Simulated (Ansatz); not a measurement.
The figure comes from a scan of SnO$_{2}$ (rutile): one O atom of a 6-atom cell moves by s along Cartesian x, with its periodic images. All values below come from PBEsol (plane waves to 420 eV, PAW, scalar-relativistic; Ansatz, a program for electronic structure). k mesh 6×6×8 (Γ-centred), Fermi-Dirac smearing 0.05 eV. Energies are smeared free energies. SnO2 was relaxed with its symmetry unable to fall. The PAW data are Ansatz's earlier set. The zero of ΔE is the undisplaced structure.

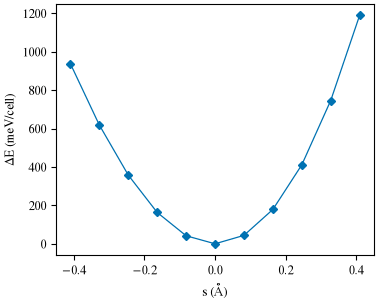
Fig. 1. ΔE (meV/cell) against s (Å); one marker a computed point.

### Question
Read the plotted values off the figure, to the accuracy that the plot allows.

### Answer
To the nearest 20:

```tsv
s (Å)	ΔE (meV/cell)
-0.410	940
-0.328	620
-0.246	360
-0.164	160
-0.082	40
0.000	0
0.082	40
0.164	180
0.246	420
0.328	740
0.410	1180
```

(For displaced atoms, the force is minus the slope of the energy, and its curvature is a force constant, which sets phonon frequencies.)
